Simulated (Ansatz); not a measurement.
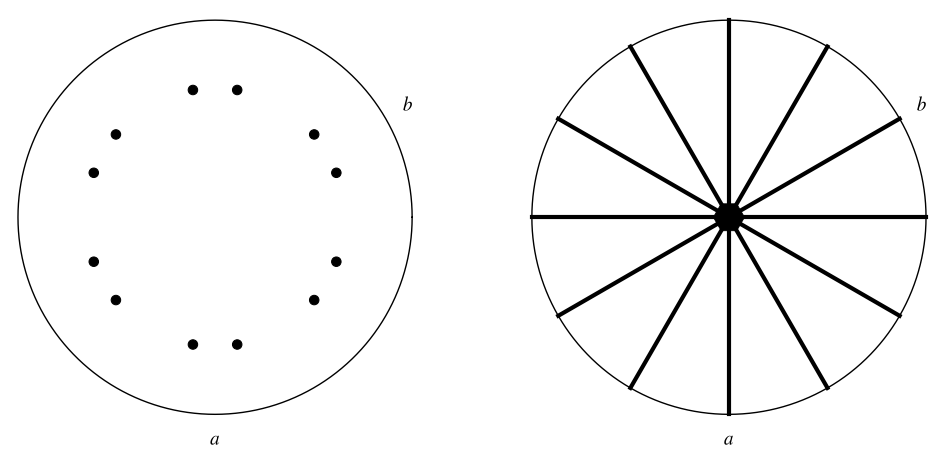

Stereographic projection: filled dots lie in the upper hemisphere, open rings in the lower; heavy lines are mirror planes (a heavy rim: a mirror in the plane of the page); lens, triangle, square and hexagon are 2-, 3-, 4- and 6-fold axes, a lens in an open square is −4, a triangle in an open hexagon −6; thin dashed diameters join the ends of axes that lie in the page; a small open circle marks inversion. The c axis points at the viewer. Left: one general form; right: the symmetry elements. Computed from the symmetry operations of a computed or model structure of composition GaN, which need not be its known form.

**Identify the point group and its elements.**

6mm (C6v), order 12, hexagonal system: one sixfold axis, six mirror planes.

**Which physical properties does it allow?**

It is not centrosymmetric; polar, so pyroelectricity and piezoelectricity are allowed; it is not chiral.
